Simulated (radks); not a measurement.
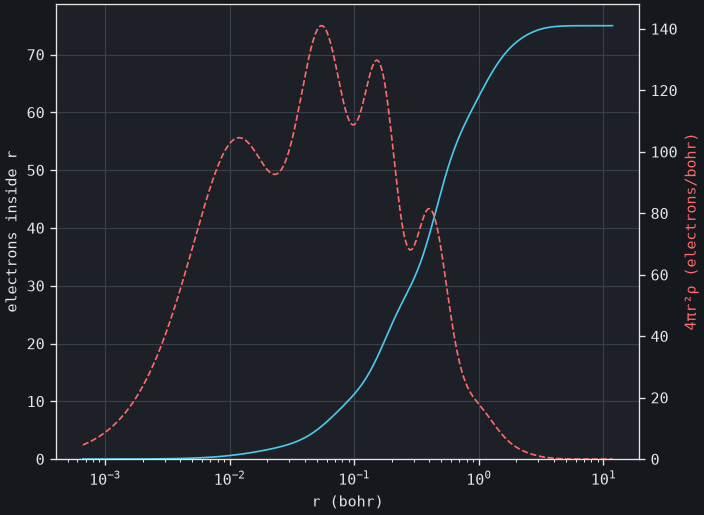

System: the osmium ion Os⁺, configuration [Xe] 4f14 5d6 6s1 (high spin). Theory: scalar-relativistic Kohn-Sham, PBE, spin-polarised, spherical densities, finite nucleus (computed with the in-house radial solver radks).

The plot shows the number of electrons inside radius r (solid) and the radial density 4πr²ρ (dashed).

Question: What does the plot show?

Answer: The count levels off at 75 electrons. Half of them lie within 0.385 bohr, 90 % within 1.33 bohr and 99 % within 2.98 bohr. The radial density has minima at 0.0229, 0.0982 and 0.282 bohr, where the count stands at 1.9, 11.0 and 29.9; these part the shells that the density resolves.
